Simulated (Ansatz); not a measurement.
```json
{"atom": "Al", "x (Å)": "-0.3590", "y (Å)": "-0.3680", "z (Å)": "-0.6209"}
{"atom": "N", "x (Å)": "0.5859", "y (Å)": "1.4312", "z (Å)": "-0.2821"}
{"atom": "H", "x (Å)": "0.6083", "y (Å)": "-0.9474", "z (Å)": "-1.7562"}
{"atom": "H", "x (Å)": "-1.8048", "y (Å)": "0.1834", "z (Å)": "-1.0286"}
{"atom": "H", "x (Å)": "1.5449", "y (Å)": "1.2846", "z (Å)": "0.0176"}
{"atom": "P", "x (Å)": "-0.1352", "y (Å)": "-1.2874", "z (Å)": "1.5508"}
{"atom": "H", "x (Å)": "0.1145", "y (Å)": "1.9544", "z (Å)": "0.4492"}
{"atom": "H", "x (Å)": "0.6032", "y (Å)": "2.0069", "z (Å)": "-1.1181"}
{"atom": "H", "x (Å)": "0.3298", "y (Å)": "-2.5567", "z (Å)": "1.1189"}
{"atom": "H", "x (Å)": "-1.4874", "y (Å)": "-1.7010", "z (Å)": "1.6697"}
```

The product side of a reaction path; geometry: PBE0-D4/def2-TZVP.

Computed with RKS PBE0-D4/def2-TZVPP in Ansatz.

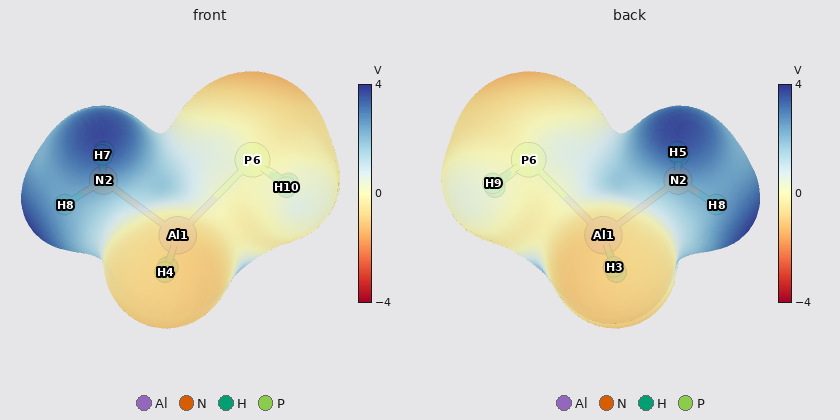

AlH$_{7}$NP. The molecular electrostatic potential painted on the density surface at 0.004 e/bohr³, seen from the front and from behind; red is negative and blue positive.

### Describe the electrostatic potential map.

The most negative region (about −1.3 V, or −30 kcal/mol for a unit charge) lies over P6, the most positive (about +3.7 V, or +85 kcal/mol for a unit charge) over H5, H7 and H8.
